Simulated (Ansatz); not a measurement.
## Run report: GeH2Cl3OF, nudged elastic band

System: GeH2Cl3OF.
Method: RKS PBE-D4/def2-SVP (Ansatz 0.2.0).

It belongs to a series of runs on one base structure; here: band between the two ends.

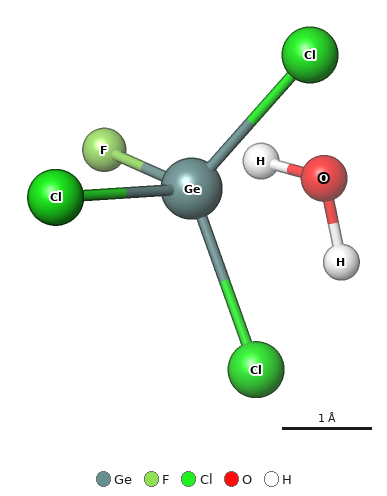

The structure as given in the input (ball-and-stick view, seen at a tilt). Sticks mark near contacts. Bond lengths as drawn: Cl–Ge 2.15 to 2.18 Å, F–Ge 1.76 Å and H–O 0.98 Å.

**Input**
```yaml
crystal:
  periodic: [false, false, false]
  atoms:
    - { symbol: Ge, position_ang: [0.048929, 0.057595, -0.0924] }
    - { symbol: F, position_ang: [0.214747, -0.01745, 1.660007] }
    - { symbol: Cl, position_ang: [2.137753, -0.029934, -0.658967] }
    - { symbol: Cl, position_ang: [-0.624403, 1.928977, -0.89874] }
    - { symbol: Cl, position_ang: [-0.746297, -1.763858, -0.978731] }
    - { symbol: O, position_ang: [-2.227575, 0.061946, 0.858369] }
    - { symbol: H, position_ang: [-2.534527, -0.835309, 0.614952] }
    - { symbol: H, position_ang: [-1.930128, -0.031668, 1.78691] }
basis:
  gaussian: { orbitals: def2-SVP }
hamiltonian:
  xc: pbe
  dispersion: d4
neb:
  order_check: false
  images: 7
  f_tol: 0.05
  max_iterations: 60
  final_atoms:
    - { symbol: Ge, position_ang: [-0.44993497, -0.12988207, -0.48300403] }
    - { symbol: F, position_ang: [-0.34949547, 1.04060972, 2.32856463] }
    - { symbol: Cl, position_ang: [1.53878682, -0.67595642, 0.08467417] }
    - { symbol: Cl, position_ang: [-0.59152644, 1.93229825, -1.00678237] }
    - { symbol: Cl, position_ang: [-1.03746897, -1.36133398, -2.15851429] }
    - { symbol: O, position_ang: [-1.65306313, -0.49431002, 0.80163253] }
    - { symbol: H, position_ang: [-2.10545935, -1.34399593, 0.63204392] }
    - { symbol: H, position_ang: [-1.0133395, 0.40286945, 2.09278543] }
  initial_path:
    images:
      - { positions_ang: [[0.048929, 0.057595, -0.0924], [0.214747, -0.01745, 1.660007], [2.137753, -0.029934, -0.658967], [-0.624403, 1.928977, -0.89874], [-0.746297, -1.763858, -0.978731], [-2.227575, 0.061946, 0.858369], [-2.534527, -0.835309, 0.614952], [-1.930128, -0.031668, 1.78691]] }
      - { positions_ang: [[0.03790335, 0.04276378, -0.06636596], [0.15372829, -0.01212376, 1.75536553], [2.13093141, -0.02408766, -0.66728176], [-0.72472547, 1.8990124, -0.86155368], [-0.81739257, -1.77635962, -0.91907569], [-2.16325005, 0.04712922, 0.80159762], [-2.52753289, -0.78344802, 0.47434185], [-1.75116307, -0.02258736, 1.77437208]] }
      - { positions_ang: [[0.0268777, 0.02793256, -0.04033192], [0.09270958, -0.00679751, 1.85072407], [2.12410981, -0.01824131, -0.67559652], [-0.82504793, 1.86904781, -0.82436735], [-0.88848815, -1.78886123, -0.85942038], [-2.0989251, 0.03231245, 0.74482624], [-2.52053877, -0.73158704, 0.3337317], [-1.57219814, -0.01350672, 1.76183417]] }
      - { positions_ang: [[0.01585205, 0.01310134, -0.01429788], [0.03169087, -0.00147127, 1.9460826], [2.11728822, -0.01239497, -0.68391128], [-0.9253704, 1.83908321, -0.78718103], [-0.95958372, -1.80136285, -0.79976507], [-2.03460015, 0.01749567, 0.68805486], [-2.51354466, -0.67972605, 0.19312155], [-1.39323321, -0.00442608, 1.74929625]] }
      - { positions_ang: [[0.0048264, -0.00172988, 0.01173615], [-0.02932784, 0.00385498, 2.04144113], [2.11046662, -0.00654863, -0.69222604], [-1.02569286, 1.80911862, -0.74999471], [-1.0306793, -1.81386447, -0.74010976], [-1.9702752, 0.0026789, 0.63128348], [-2.50655054, -0.62786507, 0.0525114], [-1.21426828, 0.00465456, 1.73675833]] }
      - { positions_ang: [[-0.10886394, -0.03376792, -0.11194889], [-0.10936974, 0.26304366, 2.11322201], [1.96754667, -0.17390057, -0.49800098], [-0.91715126, 1.83991352, -0.81419162], [-1.03237671, -1.70073185, -1.09471089], [-1.89097218, -0.12156833, 0.67387075], [-2.40627774, -0.80689779, 0.19739453], [-1.16403608, 0.10420828, 1.82576511]] }
      - { positions_ang: [[-0.22255429, -0.06580597, -0.23563394], [-0.18941165, 0.52223235, 2.18500288], [1.82462672, -0.34125252, -0.30377593], [-0.80860965, 1.87070843, -0.87838854], [-1.03407413, -1.58759922, -1.44931203], [-1.81166917, -0.24581556, 0.71645801], [-2.30600494, -0.9859305, 0.34227766], [-1.11380389, 0.203762, 1.91477188]] }
      - { positions_ang: [[-0.33624463, -0.09784402, -0.35931899], [-0.26945356, 0.78142103, 2.25678376], [1.68170677, -0.50860447, -0.10955088], [-0.70006804, 1.90150334, -0.94258545], [-1.03577155, -1.4744666, -1.80391316], [-1.73236615, -0.37006279, 0.75904527], [-2.20573214, -1.16496322, 0.48716079], [-1.0635717, 0.30331572, 2.00377866]] }
      - { positions_ang: [[-0.44993497, -0.12988207, -0.48300403], [-0.34949547, 1.04060972, 2.32856463], [1.53878682, -0.67595642, 0.08467417], [-0.59152644, 1.93229825, -1.00678237], [-1.03746897, -1.36133398, -2.15851429], [-1.65306313, -0.49431002, 0.80163253], [-2.10545935, -1.34399593, 0.63204392], [-1.0133395, 0.40286945, 2.09278543]] }
```

Run on 4 threads of Arm Neoverse V2, 24 GiB of memory available, shared host.

Run as:
```bash
ansatz run input.yaml --threads 4 --pin off --max-ram 5120MiB --backend cpu --events-out ev --progress --plain --runs-dir out
```

**Output**
```
Engine: ansatz 0.2.0, aarch64-unknown-linux-gnu
Functional definition: PBE
  parameter kappa = 0.804
  parameter beta = 0.06672455060314922
  exchange = pbe_x(kappa = kappa, mu = beta*pi^2/3)
  correlation = pbe_c(beta = beta)
1343 factors; their error is unknown
mean field evaluation 1: about -98829.5645 eV, gradient 6.3e1 eV
mean field evaluation 2: about -98776.3586 eV, gradient 1.6e2 eV
mean field evaluation 4: about -98835.6728 eV, gradient 1.3e1 eV
mean field evaluation 8: about -98835.9644 eV, gradient 7.3e-2 eV
mean field evaluation 16: about -98835.8823 eV, gradient 4.3e-5 eV
mean field -98835.88228423 eV, -3632.1516805784 hartree, gradient 4.3e-5 eV, S^2 0.000000; 0 other end points of the search recorded, 0 dependent functions left out
the calculation of the forces begins
reference -98835.88231544 eV, -3632.1516817252 hartree; 51, 51 occupied and 73, 73 virtual orbitals, 1343 factors
1343 factors; their error is unknown
mean field evaluation 32: about -98835.6272 eV, gradient 1.2e-4 eV
mean field -98835.62718200 eV, -3632.1423057444 hartree, gradient 3.8e-5 eV, S^2 0.000000; 0 other end points of the search recorded, 0 dependent functions left out
[... from here on the field's lines of each further geometry are left out, up to the last ...]
NEB iter   1: max|band force component| = 3.491e0 eV/Å  barrier→ = 3.0927 eV  barrier← = 2.8350 eV  Δτ_max = 0.1963 Å  (268 SCF iters)
NEB iter   2: max|band force component| = 2.845e0 eV/Å  barrier→ = 1.7608 eV  barrier← = 1.5031 eV  Δτ_max = 0.2000 Å  (236 SCF iters)
NEB iter   3: max|band force component| = 1.768e0 eV/Å  barrier→ = 1.0040 eV  barrier← = 0.7463 eV  Δτ_max = 0.1921 Å  (217 SCF iters)
NEB iter   4: max|band force component| = 1.028e0 eV/Å  barrier→ = 0.8147 eV  barrier← = 0.5570 eV  Δτ_max = 0.1945 Å  (203 SCF iters)
NEB iter   5: max|band force component| = 7.739e-1 eV/Å  barrier→ = 0.7793 eV  barrier← = 0.5216 eV  Δτ_max = 0.1943 Å  (200 SCF iters)
NEB iter   6: max|band force component| = 5.672e-1 eV/Å  barrier→ = 0.7499 eV  barrier← = 0.4922 eV  Δτ_max = 0.0886 Å  (201 SCF iters)
NEB iter   7: max|band force component| = 2.575e-1 eV/Å  barrier→ = 0.7027 eV  barrier← = 0.4450 eV  CI = image 4  Δτ_max = 0.1589 Å  (196 SCF iters)
NEB iter   8: max|band force component| = 1.687e-1 eV/Å  barrier→ = 0.6893 eV  barrier← = 0.4316 eV  CI = image 4  Δτ_max = 0.1227 Å  (193 SCF iters)
NEB iter   9: max|band force component| = 2.177e-1 eV/Å  barrier→ = 0.6733 eV  barrier← = 0.4156 eV  CI = image 4  Δτ_max = 0.0614 Å  (191 SCF iters)
NEB iter  10: max|band force component| = 2.237e-1 eV/Å  barrier→ = 0.6639 eV  barrier← = 0.4062 eV  CI = image 4  Δτ_max = 0.0310 Å  (193 SCF iters)
NEB iter  11: max|band force component| = 8.795e-2 eV/Å  barrier→ = 0.6604 eV  barrier← = 0.4027 eV  CI = image 4  Δτ_max = 0.0617 Å  (190 SCF iters)
NEB iter  12: max|band force component| = 6.486e-2 eV/Å  barrier→ = 0.6542 eV  barrier← = 0.3965 eV  CI = image 4  Δτ_max = 0.0617 Å  (189 SCF iters)
NEB iter  13: max|band force component| = 6.889e-2 eV/Å  barrier→ = 0.6499 eV  barrier← = 0.3922 eV  CI = image 4  Δτ_max = 0.0310 Å  (190 SCF iters)
NEB iter  14: max|band force component| = 7.145e-2 eV/Å  barrier→ = 0.6485 eV  barrier← = 0.3908 eV  CI = image 4  Δτ_max = 0.0154 Å  (189 SCF iters)
NEB iter  15: max|band force component| = 5.432e-2 eV/Å  barrier→ = 0.6479 eV  barrier← = 0.3902 eV  CI = image 4  Δτ_max = 0.0309 Å  (194 SCF iters)
NEB iter  16: max|band force component| = 4.978e-2 eV/Å  barrier→ = 0.6471 eV  barrier← = 0.3894 eV  CI = image 4  Δτ_max = 0.0309 Å  (362 SCF iters)
NEB iter  17: max|band force component| = 7.751e-2 eV/Å  barrier→ = 0.6477 eV  barrier← = 0.3900 eV  CI = image 4  Δτ_max = 0.0154 Å  (29 SCF iters)
NEB iter  18: max|band force component| = 6.524e-2 eV/Å  barrier→ = 0.6466 eV  barrier← = 0.3889 eV  CI = image 4  Δτ_max = 0.0154 Å  (194 SCF iters)
NEB iter  19: max|band force component| = 5.029e-2 eV/Å  barrier→ = 0.6464 eV  barrier← = 0.3887 eV  CI = image 4  Δτ_max = 0.0147 Å  (192 SCF iters)
the calculation of the forces begins
reference -98835.60947539 eV, -3632.1416550385 hartree; 51, 51 occupied and 73, 73 virtual orbitals, 1343 factors
1343 factors; their error is unknown
mean field -98835.23701768 eV, -3632.1279674699 hartree, gradient 1.3e-5 eV, S^2 0.000000; 1 other end points of the search recorded, 0 dependent functions left out
the calculation of the forces begins
reference -98835.23704717 eV, -3632.1279685536 hartree; 51, 51 occupied and 73, 73 virtual orbitals, 1343 factors
NEB iter  20: max|band force component| = 3.393e-2 eV/Å  barrier→ = 0.6463 eV  barrier← = 0.3886 eV  CI = image 4  Δτ_max = 0.0000 Å  (368 SCF iters)
```

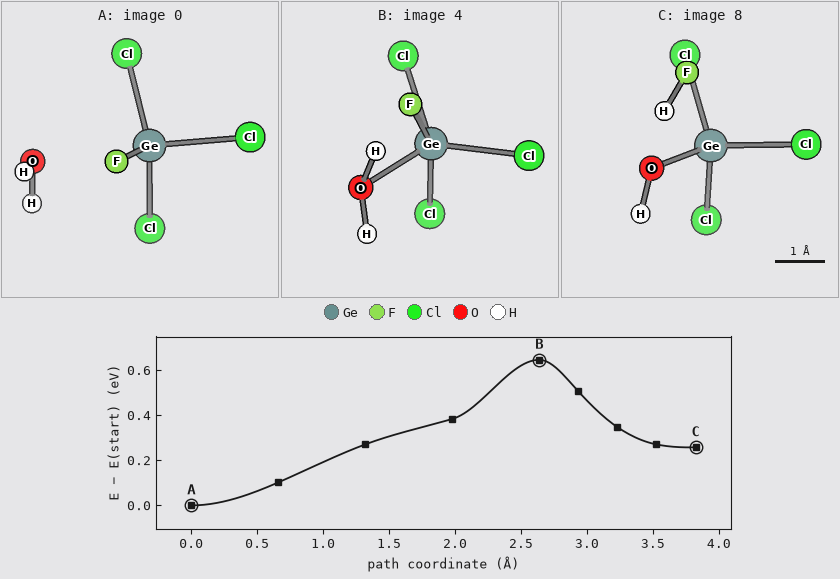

Images of the last band (counted from 0; ball-and-stick, seen at a tilt) above the energy along the path; the line is a cubic interpolation that uses the forces. The highest image is number 4, 0.646 eV above the start and 0.389 eV above the end (the climbing image); the end lies 0.258 eV above the start. The path is 3.82 Å long. The band converged in 20 iterations.

```
Total energy: -98835.52047276 eV, -3632.1383842522 hartree
Atom 0 at    -0.363130     0.086194    -0.215589 Å, force     0.004350     0.001400    -0.006862 eV/Å
Atom 1 at    -0.239184     0.882239     1.659697 Å, force     0.000493    -0.003357     0.003716 eV/Å
Atom 2 at     1.602494    -0.751175     0.098919 Å, force     0.000382     0.000832    -0.001619 eV/Å
Atom 3 at    -0.558454     2.052599    -1.054032 Å, force    -0.000512    -0.000330     0.002647 eV/Å
Atom 4 at    -1.071753    -1.206098    -1.844039 Å, force     0.001577    -0.002865     0.001290 eV/Å
Atom 5 at    -1.848794    -0.439149     0.932994 Å, force    -0.014041     0.005467    -0.002936 eV/Å
Atom 6 at    -1.980058    -1.406705     1.000276 Å, force     0.005003    -0.001237     0.003712 eV/Å
Atom 7 at    -1.202623     0.152395     1.713174 Å, force     0.002748     0.000090     0.000052 eV/Å
Dipole moment:    -0.315051    -0.372998     0.341539 e Å
this run last wrote the band of iteration 20 to [file]; this run last wrote the band within `neb.f_tol` of iteration 16 to [file]
```

**The last band as extended XYZ (Å, eV, eV/Å)**
```
8
Properties=species:S:1:pos:R:3:forces:R:3 image=0 energy=-98836.16674
Ge    0.0489    0.0576   -0.0924    0.0019   0.0029   0.0047
F     0.2147   -0.0175    1.6600    0.0016  -0.0006  -0.0026
Cl    2.1378   -0.0299   -0.6590   -0.0001  -0.0009  -0.0006
Cl   -0.6244    1.9290   -0.8987   -0.0009  -0.0006  -0.0003
Cl   -0.7463   -1.7639   -0.9787   -0.0005  -0.0009  -0.0008
O    -2.2276    0.0619    0.8584   -0.0005  -0.0020  -0.0002
H    -2.5345   -0.8353    0.6150    0.0002   0.0007  -0.0008
H    -1.9301   -0.0317    1.7869   -0.0016   0.0014   0.0006
8
Properties=species:S:1:pos:R:3:forces:R:3 image=1 energy=-98836.06479
Ge   -0.0272    0.1057   -0.1033    0.0287  -0.0165   0.0027
F     0.1345    0.2838    1.6551    0.0315  -0.1255   0.0188
Cl    2.0769   -0.2679   -0.4735    0.0448   0.0942  -0.0822
Cl   -0.5672    1.9840   -0.9824   -0.0253  -0.0184   0.0345
Cl   -0.8705   -1.5819   -1.2181    0.0399  -0.0783   0.0840
O    -2.1894   -0.0873    0.8775   -0.0348   0.0598  -0.0134
H    -2.3726   -1.0408    0.7411   -0.0449   0.0630  -0.0349
H    -1.8460   -0.0253    1.7950   -0.0399   0.0216  -0.0095
8
Properties=species:S:1:pos:R:3:forces:R:3 image=2 energy=-98835.89599
Ge   -0.1054    0.1525   -0.1169    0.0303  -0.0099   0.0091
F     0.0571    0.6150    1.6054    0.0436  -0.0811   0.0226
Cl    1.9630   -0.4943   -0.2695    0.0626   0.0728  -0.0808
Cl   -0.5192    2.0249   -1.0801   -0.0202  -0.0163   0.0188
Cl   -0.9696   -1.3989   -1.4309    0.0262  -0.0630   0.0687
O    -2.0964   -0.2416    0.9202   -0.0338   0.0456  -0.0066
H    -2.2487   -1.2065    0.8395   -0.0509   0.0504  -0.0397
H    -1.7423   -0.0808    1.8238   -0.0577   0.0015   0.0080
8
Properties=species:S:1:pos:R:3:forces:R:3 image=3 energy=-98835.78311
Ge   -0.2018    0.1894   -0.1505    0.0566   0.0435   0.0270
F    -0.0698    0.8655    1.5324    0.0588  -0.0074  -0.0481
Cl    1.7801   -0.6901   -0.0446    0.0510   0.0195  -0.0518
Cl   -0.4883    2.0716   -1.1533    0.0122   0.0076  -0.0330
Cl   -1.0506   -1.2278   -1.6295    0.0024  -0.0027   0.0666
O    -1.9776   -0.3896    0.9583   -0.0345   0.0163   0.0161
H    -2.0840   -1.3631    0.9694   -0.0273   0.0081  -0.0046
H    -1.5694   -0.0856    1.8091   -0.1192  -0.0849   0.0278
8
Properties=species:S:1:pos:R:3:forces:R:3 image=4 energy=-98835.52044
Ge   -0.3631    0.0862   -0.2156    0.0043   0.0014  -0.0069
F    -0.2392    0.8822    1.6597    0.0005  -0.0034   0.0037
Cl    1.6025   -0.7512    0.0989    0.0004   0.0008  -0.0016
Cl   -0.5585    2.0526   -1.0540   -0.0005  -0.0003   0.0026
Cl   -1.0718   -1.2061   -1.8440    0.0016  -0.0029   0.0013
O    -1.8488   -0.4391    0.9330   -0.0140   0.0055  -0.0029
H    -1.9801   -1.4067    1.0003    0.0050  -0.0012   0.0037
H    -1.2026    0.1524    1.7132    0.0027   0.0001   0.0001
8
Properties=species:S:1:pos:R:3:forces:R:3 image=5 energy=-98835.66020
Ge   -0.4210    0.0137   -0.2664   -0.1285  -0.1760  -0.1283
F    -0.2706    0.9058    1.7796   -0.0505   0.0844   0.2558
Cl    1.5613   -0.7468    0.1233   -0.0895   0.0362   0.0315
Cl   -0.5481    2.0247   -1.0074   -0.0220  -0.0812   0.0735
Cl   -1.0683   -1.2279   -1.9291   -0.0045  -0.0843  -0.1679
O    -1.8217   -0.4594    0.8845    0.0418  -0.0152  -0.1019
H    -2.0053   -1.4186    0.9073   -0.0172  -0.0520  -0.1679
H    -1.0879    0.2788    1.7996    0.2704   0.2880   0.2053
8
Properties=species:S:1:pos:R:3:forces:R:3 image=6 energy=-98835.81911
Ge   -0.4588   -0.0435   -0.3390   -0.0546  -0.1071  -0.1241
F    -0.2672    0.9556    1.9370    0.0101   0.0981   0.1994
Cl    1.5219   -0.7372    0.1296   -0.0554   0.0067   0.0141
Cl   -0.5671    2.0039   -0.9498   -0.0322  -0.0557   0.0315
Cl   -1.0637   -1.2403   -2.0404   -0.0009  -0.0563  -0.1114
O    -1.7805   -0.4831    0.8456    0.0470  -0.0046  -0.0307
H    -2.0209   -1.4292    0.7938   -0.0111  -0.0050  -0.1216
H    -1.0251    0.3441    1.9145    0.0970   0.1239   0.1426
8
Properties=species:S:1:pos:R:3:forces:R:3 image=7 energy=-98835.89603
Ge   -0.4702   -0.0942   -0.4221   -0.0074  -0.0240  -0.0431
F    -0.2883    1.0162    2.1301   -0.0030   0.0301   0.0848
Cl    1.5065   -0.7175    0.1236   -0.0099  -0.0009  -0.0069
Cl   -0.5938    1.9709   -0.9425   -0.0110  -0.0197  -0.0010
Cl   -1.0472   -1.2854   -2.1321   -0.0015  -0.0197  -0.0331
O    -1.7246   -0.4955    0.8148    0.0202  -0.0011  -0.0191
H    -2.0436   -1.4131    0.7030   -0.0070   0.0073  -0.0239
H    -1.0002    0.3888    2.0166    0.0196   0.0281   0.0423
8
Properties=species:S:1:pos:R:3:forces:R:3 image=8 energy=-98835.90904
Ge   -0.4499   -0.1299   -0.4830   -0.0046   0.0036  -0.0060
F    -0.3495    1.0406    2.3286    0.0003  -0.0035  -0.0030
Cl    1.5388   -0.6760    0.0847   -0.0006  -0.0036   0.0035
Cl   -0.5915    1.9323   -1.0068    0.0014   0.0014   0.0011
Cl   -1.0375   -1.3613   -2.1585    0.0017  -0.0002   0.0006
O    -1.6531   -0.4943    0.8016   -0.0137   0.0062   0.0004
H    -2.1055   -1.3440    0.6320    0.0104  -0.0086  -0.0003
H    -1.0133    0.4029    2.0928    0.0051   0.0048   0.0037
```

**Results in brief**

| quantity | value |
| --- | --- |
| outcome | converged |
| barrier, forward | 0.646 eV |
| barrier, backward | 0.389 eV |
| wall time | 3.4 min (CPU time 13 min) |
| peak memory | 0.19 GiB |

**Remarks**

The order of the saddle point was not checked.
